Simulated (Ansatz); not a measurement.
Run report: TiNH4ClOF2, geometry relaxation (part 2 of 2)

TiNH4ClOF2; RKS PBE0-D4/def2-SVP (Ansatz 0.2.0). The input holds or restrains some coordinates. It belongs to a series of runs on one base structure; here: pulled along the bonds that form and break, towards end B.

Geometry of the input (Å):
```
Ti 0.0000  0.0000  0.0000
N  0.0000  0.0000  2.4100
H  -0.8770  -0.2713  2.9400
H  0.8770  0.2713  2.9400
F  1.7257  0.0000  -0.6094
O  -0.9043  1.5667  -0.6394
H  -1.8621  1.3360  -0.8617
F  -0.8619  -1.4933  -0.6094
Cl 1.3935  -2.1162  0.8419
H  0.7414  -1.1258  2.1049
```

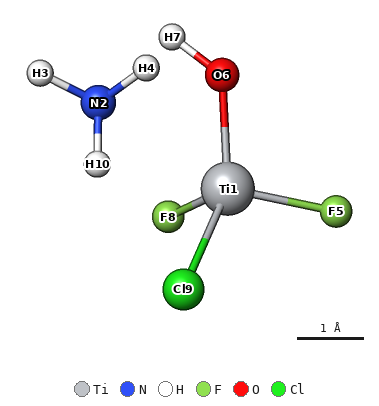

*The geometry at step 13 of the log (ball-and-stick view, seen at a tilt; atoms are numbered from 1 in the order of the input).*

### Trajectory as extended XYZ, continued
```
10
Properties=species:S:1:pos:R:3:forces:R:3 step=4 energy=-44646.60128
Ti    0.1596   -0.2356   -0.3811   -0.2423   0.6962   2.0272
N     0.0456   -0.0875    2.7783    2.9281  -1.4018  -2.8122
H    -0.8954   -0.2109    3.0937   -0.1141   0.5381   1.0288
H     0.8634    0.4483    3.1225   -1.8005   0.2474   0.5343
F     1.7608    0.1627   -0.8203    0.2764   1.0740  -1.1577
O    -0.8341    1.3537   -0.6184    0.5164  -2.0628   0.1636
H    -1.7905    1.3311   -0.8303    0.6843   0.0594   0.2743
F    -0.9645   -1.4650   -0.7783   -0.9064   0.1174  -1.0397
Cl    1.3783   -2.1388    0.4229   -0.3650   0.2361   0.7454
H     0.5092   -0.9906    2.5279   -0.9769   0.4958   0.2360
10
Properties=species:S:1:pos:R:3:forces:R:3 step=5 energy=-44646.92149
Ti    0.1638   -0.2299   -0.3979   -0.1391   0.3741   2.1158
N     0.0682   -0.1464    2.7802    2.5180  -1.5642  -2.2701
H    -0.8907   -0.1675    3.0674   -0.0843   0.6142   0.8385
H     0.8539    0.4706    3.0377   -1.5462   0.1820   0.4401
F     1.7453    0.1937   -0.8898    0.1840   0.8320  -1.0994
O    -0.8306    1.3451   -0.6121    0.4645  -1.8395   0.2261
H    -1.7875    1.3272   -0.8133    0.6142   0.0554   0.2438
F    -0.9631   -1.4399   -0.8537   -0.6830   0.1314  -1.0147
Cl    1.3597   -2.0941    0.4978   -0.3629   0.3323   0.5037
H     0.5132   -1.0914    2.7006   -0.9651   0.8823   0.0163
10
Properties=species:S:1:pos:R:3:forces:R:3 step=6 energy=-44647.56339
Ti    0.1963   -0.2806   -0.4020    0.0576   0.1713   1.1614
N     0.0779   -0.1609    2.8081    1.1909  -1.6335  -1.8057
H    -0.8865   -0.0978    3.1150    0.4607   0.3437   0.4733
H     0.8149    0.5052    3.0492   -0.9012  -0.0073   0.3751
F     1.7053    0.2564   -1.0635   -0.5077   0.0944  -0.5150
O    -0.7894    1.2667   -0.5470    0.3073  -1.3471   0.3352
H    -1.7426    1.2849   -0.7507    0.4905   0.0089   0.2130
F    -0.9827   -1.3861   -1.0398    0.1743   0.4098  -0.5146
Cl    1.3583   -2.0845    0.5655   -0.4304   0.5116   0.1659
H     0.4810   -1.1359    2.7822   -0.8421   1.4483   0.1115
10
Properties=species:S:1:pos:R:3:forces:R:3 step=7 energy=-44648.04369
Ti    0.2277   -0.3311   -0.4299    0.2267  -0.1564   0.1809
N     0.0618   -0.1367    2.7834    0.1984  -0.8628  -1.3865
H    -0.8613   -0.0686    3.2049    0.3716   0.0868   0.2359
H     0.7510    0.5261    3.1173   -0.2170   0.0716   0.3151
F     1.6514    0.2836   -1.2434   -0.8095  -0.4274   0.0496
O    -0.7402    1.1799   -0.4442    0.0609  -0.6806   0.3686
H    -1.6830    1.2401   -0.6676    0.2914   0.0027   0.1758
F    -0.9761   -1.3323   -1.2275    0.7569   0.5298   0.0319
Cl    1.3530   -2.0959    0.6250   -0.4704   0.6390  -0.1074
H     0.4481   -1.0979    2.7989   -0.4088   0.7973   0.1360
10
Properties=species:S:1:pos:R:3:forces:R:3 step=8 energy=-44648.28348
Ti    0.2550   -0.3448   -0.4800    0.3480  -0.5353   0.3696
N     0.0291   -0.1251    2.7454    0.1516  -0.7101  -0.8884
H    -0.8638   -0.0345    3.2243    0.2141   0.0464   0.1590
H     0.7104    0.5429    3.0922   -0.1092   0.0131   0.2091
F     1.6183    0.2310   -1.3850   -0.4044  -0.2109   0.0094
O    -0.7063    1.1419   -0.3668   -0.1204  -0.3442   0.3254
H    -1.6679    1.2129   -0.4701    0.2768   0.0407   0.1085
F    -0.8931   -1.3042   -1.3692    0.4305   0.2527   0.0309
Cl    1.3420   -2.0694    0.6762   -0.4506   0.6673  -0.3226
H     0.4087   -1.0833    2.8498   -0.3364   0.7801  -0.0009
10
Properties=species:S:1:pos:R:3:forces:R:3 step=9 energy=-44648.42682
Ti    0.2860   -0.3940   -0.5359    0.1031  -0.2194   0.8786
N    -0.0235   -0.0614    2.6855    0.1476  -0.5918  -0.0621
H    -0.8639    0.0043    3.2655    0.1576   0.0201  -0.1105
H     0.6688    0.5615    3.1050   -0.0861  -0.0375  -0.0471
F     1.5850    0.2077   -1.4916   -0.0029  -0.0458  -0.1224
O    -0.6660    1.0678   -0.2144    0.0592  -0.4708  -0.0524
H    -1.6249    1.1838   -0.2824    0.2327   0.0043   0.1115
F    -0.8268   -1.2967   -1.4963    0.0985   0.0039  -0.0814
Cl    1.3489   -2.0856    0.6835   -0.4829   0.7459  -0.4618
H     0.3486   -1.0201    2.7978   -0.2268   0.5911  -0.0524
10
Properties=species:S:1:pos:R:3:forces:R:3 step=10 energy=-44648.43744
Ti    0.3165   -0.3892   -0.5763    0.2323  -0.5694   0.8821
N    -0.0666   -0.1014    2.6438    0.3081  -0.7354   0.4830
H    -0.8920    0.0238    3.2394    0.1467  -0.0590  -0.1418
H     0.6076    0.5950    2.9842   -0.1258  -0.2665  -0.1282
F     1.5613    0.1879   -1.6238   -0.0310  -0.0186   0.0612
O    -0.6079    1.0465   -0.1381   -0.1534  -0.2259  -0.2266
H    -1.5696    1.1748   -0.0981    0.3957  -0.0283   0.1009
F    -0.7961   -1.2952   -1.5328    0.0246   0.0275   0.0062
Cl    1.3451   -2.0336    0.7341   -0.3617   0.7375  -0.7567
H     0.3341   -1.0412    2.8844   -0.4354   1.1381  -0.2802
10
Properties=species:S:1:pos:R:3:forces:R:3 step=11 energy=-44648.46579
Ti    0.3496   -0.4024   -0.5725    0.1936  -0.6907   0.5813
N    -0.1746   -0.0782    2.6268    0.5177  -0.7681   0.5042
H    -0.9044    0.0153    3.3514    0.4385  -0.0621  -0.3613
H     0.5450    0.6289    2.8472   -0.4091  -0.3674  -0.0576
F     1.5600    0.1783   -1.6586   -0.0224  -0.0422   0.0699
O    -0.5411    1.0305   -0.1006   -0.2496  -0.0060  -0.2214
H    -1.4961    1.1486    0.0383    0.4627  -0.0466   0.1303
F    -0.8092   -1.2951   -1.4886    0.0655   0.0259   0.0185
Cl    1.4087   -2.0511    0.7003   -0.4045   0.8363  -0.5600
H     0.2943   -1.0074    2.7733   -0.5923   1.1209  -0.1039
10
Properties=species:S:1:pos:R:3:forces:R:3 step=12 energy=-44648.49575
Ti    0.3708   -0.3930   -0.5823    0.2667  -0.9837   0.3348
N    -0.2533   -0.1222    2.6080    0.8825  -0.4654   0.6212
H    -0.9295   -0.0765    3.3915    0.4838   0.0205  -0.4852
H     0.3990    0.6818    2.7315   -0.6330  -0.6935   0.0133
F     1.5416    0.1183   -1.7493   -0.1071  -0.0526   0.1709
O    -0.4613    1.0718   -0.1166   -0.5742   0.1723   0.0798
H    -1.3900    1.1922    0.1691    0.7748  -0.1150  -0.0175
F    -0.8369   -1.3092   -1.4122    0.1035   0.1061   0.0572
Cl    1.4501   -2.0179    0.7011   -0.3701   0.8835  -0.5590
H     0.3418   -0.9779    2.7761   -0.8270   1.1278  -0.2155
10
Properties=species:S:1:pos:R:3:forces:R:3 step=13 energy=-44648.56382
Ti    0.3832   -0.4145   -0.6028    0.2325  -0.8327   0.4392
N    -0.2948   -0.1128    2.5709    0.8600  -0.2484   0.5879
H    -0.9709   -0.1421    3.3484    0.3050   0.0185  -0.3205
H     0.2829    0.7392    2.7314   -0.5014  -0.7158  -0.0724
F     1.5086    0.0775   -1.8203   -0.0848  -0.0577   0.1494
O    -0.3902    1.0660   -0.0836   -0.5276   0.1564   0.0938
H    -1.2737    1.1888    0.3238    0.8224  -0.1833  -0.1238
F    -0.8745   -1.3145   -1.3729    0.0912   0.0631   0.0469
Cl    1.4976   -2.0039    0.6941   -0.4064   0.8833  -0.5973
H     0.3641   -0.9162    2.7280   -0.7908   0.9166  -0.2031
10
Properties=species:S:1:pos:R:3:forces:R:3 step=14 energy=-44648.65271
Ti    0.3805   -0.4306   -0.6192    0.3593  -0.6817   0.5397
N    -0.3538   -0.1150    2.5432    0.5178  -0.1585   0.3867
H    -0.9941   -0.1607    3.3433    0.1163  -0.0238  -0.2032
H     0.2061    0.7387    2.6953   -0.2309  -0.4090  -0.0365
F     1.4717    0.0308   -1.8738   -0.0737  -0.0364   0.0481
O    -0.3320    1.0743   -0.0806   -0.7319   0.1665   0.4291
H    -1.1454    1.1929    0.4702    1.0594  -0.2915  -0.4503
F    -0.9159   -1.3293   -1.3233    0.0678  -0.0048   0.0435
Cl    1.5963   -1.9360    0.6910   -0.5488   0.8610  -0.6010
H     0.3190   -0.8977    2.6708   -0.5351   0.5781  -0.1562
10
Properties=species:S:1:pos:R:3:forces:R:3 step=15 energy=-44648.74849
Ti    0.3933   -0.4344   -0.6403    0.4643  -0.7611   0.4188
N    -0.4164   -0.1179    2.5060    0.3785  -0.2140   0.3982
H    -1.0682   -0.1881    3.2941    0.0972  -0.0156  -0.1788
H     0.1436    0.7240    2.6932   -0.1380  -0.2676   0.0003
F     1.3825   -0.0173   -1.9966   -0.1340  -0.0788   0.1398
O    -0.2212    1.0837   -0.0459   -0.7060   0.2880   0.4560
H    -0.9808    1.1794    0.5830    0.9629  -0.3260  -0.4943
F    -0.9699   -1.3469   -1.2020    0.1956   0.0747   0.1012
Cl    1.7146   -1.8134    0.7030   -0.6253   0.7887  -0.6623
H     0.2548   -0.9017    2.6224   -0.4951   0.5117  -0.1788
10
Properties=species:S:1:pos:R:3:forces:R:3 step=16 energy=-44648.84784
Ti    0.4006   -0.4330   -0.6462    0.6309  -0.7758   0.1134
N    -0.4835   -0.0676    2.4778    0.6447  -0.2833   0.4597
H    -1.1297   -0.2257    3.2592    0.0759   0.0302  -0.2510
H     0.1205    0.7140    2.7868   -0.2634  -0.4825  -0.1098
F     1.3019   -0.0758   -2.0840   -0.2245  -0.0837   0.2700
O    -0.1537    1.1014   -0.0467   -0.5416   0.2118   0.4919
H    -0.8206    1.1548    0.6874    0.7538  -0.3451  -0.4352
F    -0.9891   -1.3871   -1.0737    0.2714   0.1597   0.1340
Cl    1.8334   -1.7143    0.6830   -0.7829   0.7646  -0.5940
H     0.1524   -0.8992    2.4732   -0.5643   0.8041  -0.0790
10
Properties=species:S:1:pos:R:3:forces:R:3 step=17 energy=-44648.96168
Ti    0.4070   -0.4336   -0.6747    0.6122  -0.5191   0.4232
N    -0.4884   -0.0217    2.4410    0.6293  -0.1929   0.8847
H    -1.2083   -0.2182    3.1520    0.2082   0.1464  -0.3453
H     0.1312    0.6957    2.8766   -0.4845  -0.6409  -0.2882
F     1.2217   -0.0795   -2.1566   -0.0458  -0.0518   0.0569
O    -0.1325    1.0873   -0.0362   -0.2972   0.1128   0.3172
H    -0.6799    1.0775    0.7976    0.5293  -0.4016  -0.3153
F    -0.9824   -1.4182   -1.0019    0.0757   0.0328   0.0521
Cl    1.8583   -1.6371    0.6980   -0.7154   0.6627  -0.6414
H     0.1057   -0.8847    2.4211   -0.5117   0.8516  -0.1438
10
Properties=species:S:1:pos:R:3:forces:R:3 step=18 energy=-44649.08037
Ti    0.3991   -0.4304   -0.6849    0.9169  -0.7460   0.1680
N    -0.5072    0.0416    2.4237    0.6053  -0.2451   0.7633
H    -1.2539   -0.2028    3.0877    0.1294   0.1577  -0.3294
H     0.1250    0.6747    2.9501   -0.3988  -0.4149  -0.2851
F     1.1781   -0.0888   -2.1874   -0.0217   0.0100  -0.0526
O    -0.1231    1.0625   -0.0124   -0.2289   0.2393   0.4117
H    -0.5539    0.9600    0.8980    0.2342  -0.2744  -0.1417
F    -0.9878   -1.4357   -0.9546   -0.0485  -0.0402   0.0514
Cl    1.8979   -1.5837    0.6824   -0.7803   0.6171  -0.5682
H     0.0580   -0.8301    2.3143   -0.4077   0.6966  -0.0173
10
Properties=species:S:1:pos:R:3:forces:R:3 step=19 energy=-44649.16896
Ti    0.4036   -0.4300   -0.7171    0.6442  -0.1329   0.5466
N    -0.4751    0.0814    2.3966   -0.0103  -0.6071   0.8567
H    -1.3209   -0.1301    2.9465    0.2865   0.1488  -0.3231
H     0.1151    0.6577    3.0042   -0.0956  -0.0191  -0.0602
F     1.1154   -0.0552   -2.2470    0.0273   0.0152  -0.0857
O    -0.1123    1.0305    0.0461    0.1416  -0.3549  -0.3704
H    -0.4575    0.8207    0.9944    0.0694  -0.1152   0.1328
F    -0.9853   -1.4548   -0.9160   -0.0305  -0.0391   0.0225
Cl    1.9003   -1.5388    0.6914   -0.7152   0.5338  -0.6369
H     0.0490   -0.8139    2.3177   -0.3173   0.5706  -0.0823
10
Properties=species:S:1:pos:R:3:forces:R:3 step=20 energy=-44649.19434
Ti    0.4059   -0.4112   -0.7309    0.8109  -0.7993   0.1341
N    -0.4551    0.0956    2.3906    0.1724  -0.4695   0.6563
H    -1.3764   -0.0928    2.8038    0.2428   0.1062  -0.1665
H     0.0825    0.6360    3.0825   -0.2287  -0.1499  -0.2547
F     1.0453   -0.0517   -2.3018    0.0478   0.0343  -0.0947
O    -0.0779    1.0152    0.0464   -0.2072   0.0307   0.5166
H    -0.3645    0.7462    1.0558    0.1242   0.1544  -0.1888
F    -0.9823   -1.4617   -0.8316   -0.0466   0.0037   0.0132
Cl    1.9143   -1.4914    0.6885   -0.6308   0.4739  -0.5889
H     0.0407   -0.8168    2.3135   -0.2848   0.6155  -0.0265
10
Properties=species:S:1:pos:R:3:forces:R:3 step=21 energy=-44649.21677
Ti    0.3978   -0.4278   -0.7256    0.6814  -0.5389   0.3328
N    -0.4501    0.0966    2.3924    0.2837  -0.4267   0.2147
H    -1.4045   -0.1793    2.6257    0.0660   0.0236   0.0353
H    -0.0627    0.6210    3.1784   -0.0968  -0.0539  -0.0186
F     0.9729   -0.0923   -2.3296   -0.0247  -0.0331   0.0067
O     0.0040    1.0287    0.0671    0.0055  -0.0217  -0.0658
H    -0.2692    0.8148    1.0645   -0.0152  -0.0358   0.0679
F    -1.0322   -1.4359   -0.7055    0.1267   0.0992  -0.0233
Cl    1.9540   -1.4923    0.6501   -0.6936   0.4499  -0.6257
H     0.1223   -0.7660    2.2994   -0.3330   0.5373   0.0760
```

### Summary

```csv
quantity,value
outcome,converged under the restraints of the input
total energy,−44649.2168 eV
mean-field energy,−44649.0199 eV
"largest force (length of the vector) at the end, held atoms and coordinates included",1.037 eV/Å
hardware,"4 threads of Arm Neoverse V2, 24 GiB of memory available, shared host"
wall time,54 s (CPU time 3.3 min)
peak memory,0.36 GiB
```
